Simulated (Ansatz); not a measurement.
# BSi+ (triplet): PBE-QIDH, RPA-PBE over a scan of the distance Si1–B2, cc-pVDZ

Aim: run BSi+ (triplet) with these functionals over a scan of the distance Si1–B2, and hold them against the top wave-function level at the same points.

Method: cc-pVDZ, all electrons in the functionals, frozen cores in the correlation of double hybrids and RPA; program: Ansatz 0.2.0, Gaussian basis.

To be run: PBE-QIDH, RPA-PBE, at 1.716 Å; 1.888 Å; 2.095 Å; 2.301 Å; 2.517 Å; 2.954 Å; 3.329 Å; 3.952 Å; 4.516 Å; 5.553 Å; 7.216 Å.

17 further runs of the same task are left out: 1 for a known fault of the program, 13 that didn't finish, 3 set aside as unsound or not needed.

## (1) The geometry

The geometry derives from a PBE0/def2-TZVP stationary point (not a proven minimum). One bond is set to the value named and the two fragments are kept rigid.

2 atoms, charge 1, spin multiplicity 3.

Atoms are counted from 1 here; the program's logs count them from 0.

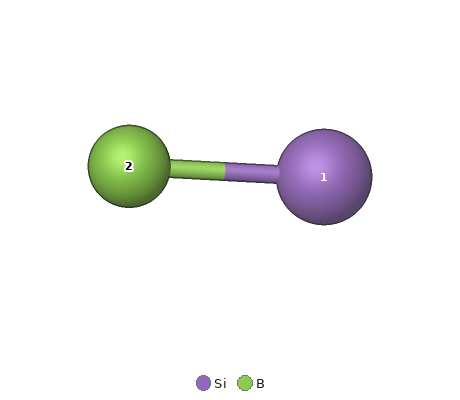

The geometry (silicon purple, boron green); atoms are numbered from 1 in the order of the file.

No dispersion term is added.

The geometry shown and the zero of energy belong to the point 2.095 Å. The yardstick, FCI, and other wave-function levels (R restricted, U unrestricted, valence and pair active spaces) come from earlier runs.

## (2) PBE-QIDH, 1.716 Å

in.yaml

```yaml
crystal:
  periodic: [false, false, false]
  atoms:
    - {symbol: Si, position_ang: [0.000000, 0.000000, 0.000000]}
    - {symbol: B, position_ang: [0.000000, 0.000000, 1.716000]}
basis:
  gaussian: {orbitals: cc-pVDZ}
total_charge: 1
magnetization: {spin_polarized: true, initial_magnetization: 2}
hamiltonian: {xc: {name: PBE-QIDH}}
correlation: {electrons: outside_noble_gas}
```

Launch:

```console
$ ansatz run in.yaml --threads 1 --pin off --events-out ev --progress --plain --max-ram 2393MiB
```

Output:

```text
Functional definition: PBE-QIDH
  name "PBE-QIDH"
  cite "Brémond, Sancho-García, Pérez-Jiménez & Adamo, J. Chem. Phys. 141, 031101 (2014) doi:10.1063/1.4890314"
  cite "Perdew, Burke & Ernzerhof, Phys. Rev. Lett. 77, 3865 (1996) doi:10.1103/PhysRevLett.77.3865"
  parameter a = 3^(-1/3)
  parameter c = 1/3
  exchange = (1 - a)*pbe_x + a*exact_x
  correlation = (1 - c)*pbe_c + c*(mp2_os + mp2_ss)
318 factors; integrals over basis functions are off by at most 1.2e-3 eV
mean field evaluation 1: about -8529.6736 eV, gradient 6.0e0 eV
mean field evaluation 2: about -8529.8460 eV, gradient 5.7e0 eV
mean field evaluation 4: about -8530.2074 eV, gradient 1.5e0 eV
mean field evaluation 8: about -8530.3414 eV, gradient 7.4e-1 eV
mean field evaluation 16: about -8530.5057 eV, gradient 3.3e-2 eV
mean field evaluation 32: about -8530.5061 eV, gradient 8.2e-3 eV
mean field evaluation 64: about -8530.5058 eV, gradient 1.6e-6 eV
mean field -8530.50618391 eV, -313.4903200740 hartree, gradient 1.2e-7 eV, S^2 2.444625; 5 other end points of the search recorded, 0 dependent functions left out
6 core orbitals not correlated: weight in the atoms' cores, before any rotation towards them, 1.000 or more for the frozen orbitals, at most 0.000 for the correlated occupied ones
reference -8530.50619261 eV, -313.4903203935 hartree; 4, 2 occupied and 22, 24 virtual orbitals, 318 factors
second order -2.86602384 eV of doubles, -0.00000000 eV of singles
Total energy: -8531.46153389 eV, -313.5254285380 hartree
```

Wall time 4.6 s (1 thread of Arm Neoverse V1, shared host).

From the report: ⟨S²⟩ of the determinant 2.445 (pure triplet: 2.00).

## (3) PBE-QIDH, 1.888 Å

Edit in.yaml of step 2 so:

```diff
@@ -4,3 +4,3 @@
     - {symbol: Si, position_ang: [0.000000, 0.000000, 0.000000]}
-    - {symbol: B, position_ang: [0.000000, 0.000000, 1.716000]}
+    - {symbol: B, position_ang: [0.000000, 0.000000, 1.888000]}
 basis:
```

The command is unchanged.

Output, shortened:

```text
Functional definition: PBE-QIDH
  name "PBE-QIDH"
  cite "Brémond, Sancho-García, Pérez-Jiménez & Adamo, J. Chem. Phys. 141, 031101 (2014) doi:10.1063/1.4890314"
  cite "Perdew, Burke & Ernzerhof, Phys. Rev. Lett. 77, 3865 (1996) doi:10.1103/PhysRevLett.77.3865"
[...]
318 factors; integrals over basis functions are off by at most 1.1e-3 eV
[...]
mean field -8531.09785760 eV, -313.5120636810 hartree, gradient 4.8e-6 eV, S^2 2.254470; 7 other end points of the search recorded, 0 dependent functions left out
6 core orbitals not correlated: weight in the atoms' cores, before any rotation towards them, 1.000 or more for the frozen orbitals, at most 0.000 for the correlated occupied ones
reference -8531.09786667 eV, -313.5120640144 hartree; 4, 2 occupied and 22, 24 virtual orbitals, 318 factors
second order -2.61790755 eV of doubles, -0.00000000 eV of singles
Total energy: -8531.97050252 eV, -313.5441327904 hartree
```

Run time: 3.5 s. Hardware: 1 thread of Arm Neoverse V1, shared host.

From the report: ⟨S²⟩ of the determinant 2.254 (pure triplet: 2.00).

## (4) PBE-QIDH, 2.095 Å

Edit in.yaml of step 3 so:

```diff
@@ -4,3 +4,3 @@
     - {symbol: Si, position_ang: [0.000000, 0.000000, 0.000000]}
-    - {symbol: B, position_ang: [0.000000, 0.000000, 1.888000]}
+    - {symbol: B, position_ang: [0.000000, 0.000000, 2.094900]}
 basis:
```

The command is unchanged.

Output, shortened:

```text
Functional definition: PBE-QIDH
  name "PBE-QIDH"
  cite "Brémond, Sancho-García, Pérez-Jiménez & Adamo, J. Chem. Phys. 141, 031101 (2014) doi:10.1063/1.4890314"
  cite "Perdew, Burke & Ernzerhof, Phys. Rev. Lett. 77, 3865 (1996) doi:10.1103/PhysRevLett.77.3865"
[...]
318 factors; integrals over basis functions are off by at most 8.4e-4 eV
[...]
mean field -8531.27630630 eV, -313.5186215496 hartree, gradient 1.7e-6 eV, S^2 2.010690; 6 other end points of the search recorded, 0 dependent functions left out
6 core orbitals not correlated: weight in the atoms' cores, before any rotation towards them, 1.000 or more for the frozen orbitals, at most 0.000 for the correlated occupied ones
reference -8531.27631565 eV, -313.5186218933 hartree; 4, 2 occupied and 22, 24 virtual orbitals, 318 factors
second order -2.91052168 eV of doubles, -0.00000000 eV of singles
Total energy: -8532.24648954 eV, -313.5542751263 hartree
```

Wall time 3.2 s (1 thread of Arm Neoverse V1, shared host).

From the report: ⟨S²⟩ of the determinant 2.011 (pure triplet: 2.00).

## (5) PBE-QIDH, 2.301 Å

Edit in.yaml of step 4 so:

```diff
@@ -4,3 +4,3 @@
     - {symbol: Si, position_ang: [0.000000, 0.000000, 0.000000]}
-    - {symbol: B, position_ang: [0.000000, 0.000000, 2.094900]}
+    - {symbol: B, position_ang: [0.000000, 0.000000, 2.301000]}
 basis:
```

The command is unchanged.

Output, shortened:

```text
Functional definition: PBE-QIDH
  name "PBE-QIDH"
  cite "Brémond, Sancho-García, Pérez-Jiménez & Adamo, J. Chem. Phys. 141, 031101 (2014) doi:10.1063/1.4890314"
  cite "Perdew, Burke & Ernzerhof, Phys. Rev. Lett. 77, 3865 (1996) doi:10.1103/PhysRevLett.77.3865"
[...]
318 factors; integrals over basis functions are off by at most 1.3e-3 eV
[...]
mean field -8531.14173028 eV, -313.5136759722 hartree, gradient 4.5e-6 eV, S^2 2.022284; 4 other end points of the search recorded, 0 dependent functions left out
6 core orbitals not correlated: weight in the atoms' cores, before any rotation towards them, 1.000 or more for the frozen orbitals, at most 0.000 for the correlated occupied ones
reference -8531.14173977 eV, -313.5136763211 hartree; 4, 2 occupied and 22, 24 virtual orbitals, 318 factors
second order -2.89858949 eV of doubles, -0.00000000 eV of singles
Total energy: -8532.10793627 eV, -313.5491833875 hartree
```

It took 1.4 s on 1 thread of Arm Neoverse V1, shared host.

From the report: ⟨S²⟩ of the determinant 2.022 (pure triplet: 2.00).

From 2.095 Å: +0.139 eV.

## (6) PBE-QIDH, 2.517 Å

Edit in.yaml of step 5 so:

```diff
@@ -4,3 +4,3 @@
     - {symbol: Si, position_ang: [0.000000, 0.000000, 0.000000]}
-    - {symbol: B, position_ang: [0.000000, 0.000000, 2.301000]}
+    - {symbol: B, position_ang: [0.000000, 0.000000, 2.517000]}
 basis:
```

The command is unchanged.

Output, shortened:

```text
Functional definition: PBE-QIDH
  name "PBE-QIDH"
  cite "Brémond, Sancho-García, Pérez-Jiménez & Adamo, J. Chem. Phys. 141, 031101 (2014) doi:10.1063/1.4890314"
  cite "Perdew, Burke & Ernzerhof, Phys. Rev. Lett. 77, 3865 (1996) doi:10.1103/PhysRevLett.77.3865"
[...]
318 factors; integrals over basis functions are off by at most 1.5e-3 eV
[...]
mean field -8530.94246260 eV, -313.5063530200 hartree, gradient 4.0e-6 eV, S^2 2.030832; 6 other end points of the search recorded, 0 dependent functions left out
6 core orbitals not correlated: weight in the atoms' cores, before any rotation towards them, 1.000 or more for the frozen orbitals, at most 0.000 for the correlated occupied ones
reference -8530.94247221 eV, -313.5063533731 hartree; 4, 2 occupied and 22, 24 virtual orbitals, 318 factors
second order -2.76102327 eV of doubles, -0.00000000 eV of singles
Total energy: -8531.86281330 eV, -313.5401752844 hartree
```

Wall time 1.5 s (1 thread of Arm Neoverse V1, shared host).

From the report: ⟨S²⟩ of the determinant 2.031 (pure triplet: 2.00).

From 2.095 Å: +0.384 eV.

## (7) PBE-QIDH, 2.954 Å

Edit in.yaml of step 6 so:

```diff
@@ -4,3 +4,3 @@
     - {symbol: Si, position_ang: [0.000000, 0.000000, 0.000000]}
-    - {symbol: B, position_ang: [0.000000, 0.000000, 2.517000]}
+    - {symbol: B, position_ang: [0.000000, 0.000000, 2.954000]}
 basis:
```

The command is unchanged.

Output, shortened:

```text
Functional definition: PBE-QIDH
  name "PBE-QIDH"
  cite "Brémond, Sancho-García, Pérez-Jiménez & Adamo, J. Chem. Phys. 141, 031101 (2014) doi:10.1063/1.4890314"
  cite "Perdew, Burke & Ernzerhof, Phys. Rev. Lett. 77, 3865 (1996) doi:10.1103/PhysRevLett.77.3865"
[...]
318 factors; integrals over basis functions are off by at most 1.2e-3 eV
[...]
mean field -8530.53025632 eV, -313.4912047186 hartree, gradient 3.9e-6 eV, S^2 2.034015; 4 other end points of the search recorded, 0 dependent functions left out
6 core orbitals not correlated: weight in the atoms' cores, before any rotation towards them, 1.000 or more for the frozen orbitals, at most 0.000 for the correlated occupied ones
reference -8530.53026630 eV, -313.4912050854 hartree; 4, 2 occupied and 22, 24 virtual orbitals, 318 factors
second order -2.59898116 eV of doubles, -0.00000000 eV of singles
Total energy: -8531.39659335 eV, -313.5230420174 hartree
```

Wall time 1.5 s (1 thread of Arm Neoverse V1, shared host).

From the report: ⟨S²⟩ of the determinant 2.034 (pure triplet: 2.00).

From 2.095 Å: +0.850 eV.

## (8) PBE-QIDH, 3.329 Å

Edit in.yaml of step 7 so:

```diff
@@ -4,3 +4,3 @@
     - {symbol: Si, position_ang: [0.000000, 0.000000, 0.000000]}
-    - {symbol: B, position_ang: [0.000000, 0.000000, 2.954000]}
+    - {symbol: B, position_ang: [0.000000, 0.000000, 3.329000]}
 basis:
```

Launched as before.

Output, shortened:

```text
Functional definition: PBE-QIDH
  name "PBE-QIDH"
  cite "Brémond, Sancho-García, Pérez-Jiménez & Adamo, J. Chem. Phys. 141, 031101 (2014) doi:10.1063/1.4890314"
  cite "Perdew, Burke & Ernzerhof, Phys. Rev. Lett. 77, 3865 (1996) doi:10.1103/PhysRevLett.77.3865"
[...]
318 factors; integrals over basis functions are off by at most 8.3e-4 eV
[...]
mean field -8530.20770810 eV, -313.4793512902 hartree, gradient 6.7e-6 eV, S^2 2.029365; 6 other end points of the search recorded, 0 dependent functions left out
6 core orbitals not correlated: weight in the atoms' cores, before any rotation towards them, 1.000 or more for the frozen orbitals, at most 0.000 for the correlated occupied ones
reference -8530.20771835 eV, -313.4793516669 hartree; 4, 2 occupied and 22, 24 virtual orbitals, 318 factors
second order -2.56151559 eV of doubles, -0.00000000 eV of singles
Total energy: -8531.06155688 eV, -313.5107296542 hartree
```

Run time: 1.7 s. Hardware: 1 thread of Arm Neoverse V1, shared host.

From the report: ⟨S²⟩ of the determinant 2.029 (pure triplet: 2.00).

From 2.095 Å: +1.185 eV.

## (9) PBE-QIDH, 3.952 Å

Edit in.yaml of step 8 so:

```diff
@@ -4,3 +4,3 @@
     - {symbol: Si, position_ang: [0.000000, 0.000000, 0.000000]}
-    - {symbol: B, position_ang: [0.000000, 0.000000, 3.329000]}
+    - {symbol: B, position_ang: [0.000000, 0.000000, 3.952000]}
 basis:
```

The command is unchanged.

Output, shortened:

```text
Functional definition: PBE-QIDH
  name "PBE-QIDH"
  cite "Brémond, Sancho-García, Pérez-Jiménez & Adamo, J. Chem. Phys. 141, 031101 (2014) doi:10.1063/1.4890314"
  cite "Perdew, Burke & Ernzerhof, Phys. Rev. Lett. 77, 3865 (1996) doi:10.1103/PhysRevLett.77.3865"
[...]
318 factors; integrals over basis functions are off by at most 2.8e-4 eV
[...]
mean field -8529.78296600 eV, -313.4637423058 hartree, gradient 5.3e-6 eV, S^2 2.019808; 6 other end points of the search recorded, 0 dependent functions left out
6 core orbitals not correlated: weight in the atoms' cores, before any rotation towards them, 1.000 or more for the frozen orbitals, at most 0.000 for the correlated occupied ones
reference -8529.78297666 eV, -313.4637426977 hartree; 4, 2 occupied and 22, 24 virtual orbitals, 318 factors
second order -2.56342993 eV of doubles, -0.00000000 eV of singles
Total energy: -8530.63745330 eV, -313.4951441351 hartree
```

Wall time 1.8 s (1 thread of Arm Neoverse V1, shared host).

From the report: ⟨S²⟩ of the determinant 2.020 (pure triplet: 2.00).

From 2.095 Å: +1.609 eV.

## (10) PBE-QIDH, 4.516 Å

Edit in.yaml of step 9 so:

```diff
@@ -4,3 +4,3 @@
     - {symbol: Si, position_ang: [0.000000, 0.000000, 0.000000]}
-    - {symbol: B, position_ang: [0.000000, 0.000000, 3.952000]}
+    - {symbol: B, position_ang: [0.000000, 0.000000, 4.516000]}
 basis:
```

The command is unchanged.

Output, shortened:

```text
Functional definition: PBE-QIDH
  name "PBE-QIDH"
  cite "Brémond, Sancho-García, Pérez-Jiménez & Adamo, J. Chem. Phys. 141, 031101 (2014) doi:10.1063/1.4890314"
  cite "Perdew, Burke & Ernzerhof, Phys. Rev. Lett. 77, 3865 (1996) doi:10.1103/PhysRevLett.77.3865"
[...]
318 factors; integrals over basis functions are off by at most 2.9e-4 eV
[...]
mean field -8529.51589541 eV, -313.4539276427 hartree, gradient 5.5e-6 eV, S^2 2.014200; 8 other end points of the search recorded, 0 dependent functions left out
6 core orbitals not correlated: weight in the atoms' cores, before any rotation towards them, 1.000 or more for the frozen orbitals, at most 0.000 for the correlated occupied ones
reference -8529.51590666 eV, -313.4539280561 hartree; 4, 2 occupied and 22, 24 virtual orbitals, 318 factors
second order -2.57802258 eV of doubles, -0.00000000 eV of singles
Total energy: -8530.37524752 eV, -313.4855082502 hartree
```

Wall time 2.8 s (1 thread of Arm Neoverse V1, shared host).

From the report: ⟨S²⟩ of the determinant 2.014 (pure triplet: 2.00).

From 2.095 Å: +1.871 eV.

## (11) PBE-QIDH, 5.553 Å

Edit in.yaml of step 10 so:

```diff
@@ -4,3 +4,3 @@
     - {symbol: Si, position_ang: [0.000000, 0.000000, 0.000000]}
-    - {symbol: B, position_ang: [0.000000, 0.000000, 4.516000]}
+    - {symbol: B, position_ang: [0.000000, 0.000000, 5.553000]}
 basis:
```

The command is unchanged.

Output, shortened:

```text
Functional definition: PBE-QIDH
  name "PBE-QIDH"
  cite "Brémond, Sancho-García, Pérez-Jiménez & Adamo, J. Chem. Phys. 141, 031101 (2014) doi:10.1063/1.4890314"
  cite "Perdew, Burke & Ernzerhof, Phys. Rev. Lett. 77, 3865 (1996) doi:10.1103/PhysRevLett.77.3865"
[...]
318 factors; integrals over basis functions are off by at most 3.8e-4 eV
[...]
mean field -8529.26630221 eV, -313.4447552620 hartree, gradient 3.7e-6 eV, S^2 2.010302; 8 other end points of the search recorded, 0 dependent functions left out
6 core orbitals not correlated: weight in the atoms' cores, before any rotation towards them, 1.000 or more for the frozen orbitals, at most 0.000 for the correlated occupied ones
reference -8529.26631432 eV, -313.4447557070 hartree; 4, 2 occupied and 22, 24 virtual orbitals, 318 factors
second order -2.59990768 eV of doubles, -0.00000000 eV of singles
Total energy: -8530.13295022 eV, -313.4766039887 hartree
```

Run time: 3.4 s. Hardware: 1 thread of Arm Neoverse V1, shared host.

From the report: ⟨S²⟩ of the determinant 2.010 (pure triplet: 2.00).

From 2.095 Å: +2.114 eV.

## (12) PBE-QIDH, 7.216 Å

Edit in.yaml of step 11 so:

```diff
@@ -4,3 +4,3 @@
     - {symbol: Si, position_ang: [0.000000, 0.000000, 0.000000]}
-    - {symbol: B, position_ang: [0.000000, 0.000000, 5.553000]}
+    - {symbol: B, position_ang: [0.000000, 0.000000, 7.216000]}
 basis:
```

Launched as before.

Output, shortened:

```text
Functional definition: PBE-QIDH
  name "PBE-QIDH"
  cite "Brémond, Sancho-García, Pérez-Jiménez & Adamo, J. Chem. Phys. 141, 031101 (2014) doi:10.1063/1.4890314"
  cite "Perdew, Burke & Ernzerhof, Phys. Rev. Lett. 77, 3865 (1996) doi:10.1103/PhysRevLett.77.3865"
[...]
318 factors; integrals over basis functions are off by at most 9.6e-5 eV
[...]
mean field -8529.18273914 eV, -313.4416843759 hartree, gradient 1.4e-8 eV, S^2 2.009000; 9 other end points of the search recorded, 0 dependent functions left out
6 core orbitals not correlated: weight in the atoms' cores, before any rotation towards them, 1.000 or more for the frozen orbitals, at most 0.000 for the correlated occupied ones
reference -8529.18275237 eV, -313.4416848620 hartree; 4, 2 occupied and 22, 24 virtual orbitals, 318 factors
second order -2.62498811 eV of doubles, -0.00000000 eV of singles
Total energy: -8530.05774841 eV, -313.4738403733 hartree
```

Run time: 6.5 s. Hardware: 1 thread of Arm Neoverse V1, shared host.

From the report: ⟨S²⟩ of the determinant 2.009 (pure triplet: 2.00).

From 2.095 Å: +2.189 eV.

## (13) RPA-PBE, 1.716 Å

in.yaml

```yaml
crystal:
  periodic: [false, false, false]
  atoms:
    - {symbol: Si, position_ang: [0.000000, 0.000000, 0.000000]}
    - {symbol: B, position_ang: [0.000000, 0.000000, 1.716000]}
basis:
  gaussian: {orbitals: cc-pVDZ}
total_charge: 1
magnetization: {spin_polarized: true, initial_magnetization: 2}
hamiltonian: {xc: {name: PBE}}
correlation: {method: rpa, electrons: outside_noble_gas}
```

Same command.

Output, shortened:

```text
Functional definition: PBE
  name "PBE"
  cite "Perdew, Burke & Ernzerhof, Phys. Rev. Lett. 77, 3865 (1996) doi:10.1103/PhysRevLett.77.3865"
  parent pbe
[...]
318 factors; integrals over basis functions are off by at most 1.2e-3 eV
[...]
mean field -8533.82656222 eV, -313.6123417263 hartree, gradient 3.0e-6 eV, S^2 2.132136; 10 other end points of the search recorded, 0 dependent functions left out
6 core orbitals not correlated: weight in the atoms' cores, before any rotation towards them, 1.000 or more for the frozen orbitals, at most 0.000 for the correlated occupied ones
reference -8520.06677862 eV, -313.1066790058 hartree; 4, 2 occupied and 22, 24 virtual orbitals, 318 factors
Total energy: -8526.36291813 eV, -313.3380578648 hartree
```

Wall time 2.6 s (1 thread of Arm Neoverse V1, shared host).

From the report: ⟨S²⟩ of the determinant 2.132 (pure triplet: 2.00).

## (14) RPA-PBE, 1.888 Å

Edit in.yaml of step 13 so:

```diff
@@ -4,3 +4,3 @@
     - {symbol: Si, position_ang: [0.000000, 0.000000, 0.000000]}
-    - {symbol: B, position_ang: [0.000000, 0.000000, 1.716000]}
+    - {symbol: B, position_ang: [0.000000, 0.000000, 1.888000]}
 basis:
```

Same command.

Output, shortened:

```text
Functional definition: PBE
  name "PBE"
  cite "Perdew, Burke & Ernzerhof, Phys. Rev. Lett. 77, 3865 (1996) doi:10.1103/PhysRevLett.77.3865"
  parent pbe
[...]
318 factors; integrals over basis functions are off by at most 1.1e-3 eV
[...]
mean field -8534.33732454 eV, -313.6311118951 hartree, gradient 2.6e-6 eV, S^2 2.066766; 9 other end points of the search recorded, 0 dependent functions left out
6 core orbitals not correlated: weight in the atoms' cores, before any rotation towards them, 1.000 or more for the frozen orbitals, at most 0.000 for the correlated occupied ones
reference -8520.40404049 eV, -313.1190731508 hartree; 4, 2 occupied and 22, 24 virtual orbitals, 318 factors
Total energy: -8527.04100585 eV, -313.3629771292 hartree
```

Wall time 2.5 s (1 thread of Arm Neoverse V1, shared host).

From the report: ⟨S²⟩ of the determinant 2.067 (pure triplet: 2.00).

## (15) RPA-PBE, 2.095 Å

Edit in.yaml of step 14 so:

```diff
@@ -4,3 +4,3 @@
     - {symbol: Si, position_ang: [0.000000, 0.000000, 0.000000]}
-    - {symbol: B, position_ang: [0.000000, 0.000000, 1.888000]}
+    - {symbol: B, position_ang: [0.000000, 0.000000, 2.094900]}
 basis:
```

Launched as before.

Output, shortened:

```text
Functional definition: PBE
  name "PBE"
  cite "Perdew, Burke & Ernzerhof, Phys. Rev. Lett. 77, 3865 (1996) doi:10.1103/PhysRevLett.77.3865"
  parent pbe
[...]
318 factors; integrals over basis functions are off by at most 8.4e-4 eV
[...]
mean field -8534.36482629 eV, -313.6321225658 hartree, gradient 6.7e-8 eV, S^2 2.007236; 16 other end points of the search recorded, 0 dependent functions left out
6 core orbitals not correlated: weight in the atoms' cores, before any rotation towards them, 1.000 or more for the frozen orbitals, at most 0.000 for the correlated occupied ones
reference -8521.23057645 eV, -313.1494477871 hartree; 4, 2 occupied and 22, 24 virtual orbitals, 318 factors
Total energy: -8527.28510588 eV, -313.3719476396 hartree
```

Run time: 7 s. Hardware: 1 thread of Arm Neoverse V1, shared host.

From the report: ⟨S²⟩ of the determinant 2.007 (pure triplet: 2.00).

## (16) RPA-PBE, 2.301 Å

Edit in.yaml of step 15 so:

```diff
@@ -4,3 +4,3 @@
     - {symbol: Si, position_ang: [0.000000, 0.000000, 0.000000]}
-    - {symbol: B, position_ang: [0.000000, 0.000000, 2.094900]}
+    - {symbol: B, position_ang: [0.000000, 0.000000, 2.301000]}
 basis:
```

Launched as before.

Output, shortened:

```text
Functional definition: PBE
  name "PBE"
  cite "Perdew, Burke & Ernzerhof, Phys. Rev. Lett. 77, 3865 (1996) doi:10.1103/PhysRevLett.77.3865"
  parent pbe
[...]
318 factors; integrals over basis functions are off by at most 1.3e-3 eV
[...]
mean field -8534.30115488 eV, -313.6297826848 hartree, gradient 2.3e-6 eV, S^2 2.004761; 9 other end points of the search recorded, 0 dependent functions left out
6 core orbitals not correlated: weight in the atoms' cores, before any rotation towards them, 1.000 or more for the frozen orbitals, at most 0.000 for the correlated occupied ones
reference -8521.05649623 eV, -313.1430504568 hartree; 4, 2 occupied and 22, 24 virtual orbitals, 318 factors
Total energy: -8527.27308008 eV, -313.3715056995 hartree
```

Wall time 2.4 s (1 thread of Arm Neoverse V1, shared host).

From the report: ⟨S²⟩ of the determinant 2.005 (pure triplet: 2.00).

From 2.095 Å: +0.012 eV.

(Part 1 of 2 ends here.)
